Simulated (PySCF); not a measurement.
SMILES c1(ccc(cc1)[SiH3])B(O)O (C₆H₉BO₂Si), singlet at its GFN2-xTB optimised geometry (Å):

```
19

Si    -1.8390    -2.8947     0.0207
C     -0.8522    -1.2871    -0.0010
C      0.4330    -1.2405    -0.5337
C      1.1699    -0.0720    -0.5282
C      0.6545     1.1127     0.0004
C     -0.6365     1.0614     0.5283
C     -1.3689    -0.1102     0.5326
B      1.5014     2.4625     0.0000
O      0.9129     3.6805     0.0000
O      2.8541     2.4625     0.0000
H     -1.5406    -3.6531    -1.1961
H     -1.4547    -3.6805     1.1975
H     -3.2666    -2.5758     0.0813
H      0.8619    -2.1373    -0.9599
H      2.1628    -0.0738    -0.9612
H     -1.0706     1.9550     0.9601
H     -2.3644    -0.1127     0.9552
H     -0.0428     3.6766    -0.0131
H      3.2666     1.6004     0.0129
```

Method: PySCF 2.14.0 with CAM-B3LYP/def2-SVP. Cells within 0.4 Å of a nucleus heavier than hydrogen are left out (blank, or x).

Map of the electrostatic potential (hartree/e), clipped to [-0.08, 0.12] on the plane z = 0.8 Å:

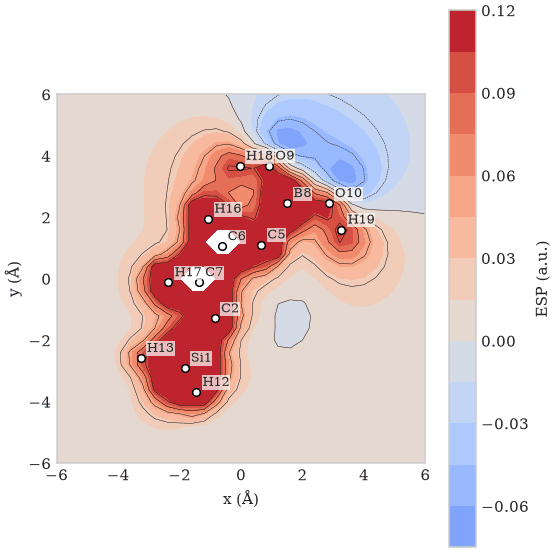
Figure: Electrostatic potential (hartree/e), clipped to [-0.08, 0.12] on the plane z = 0.8 Å.
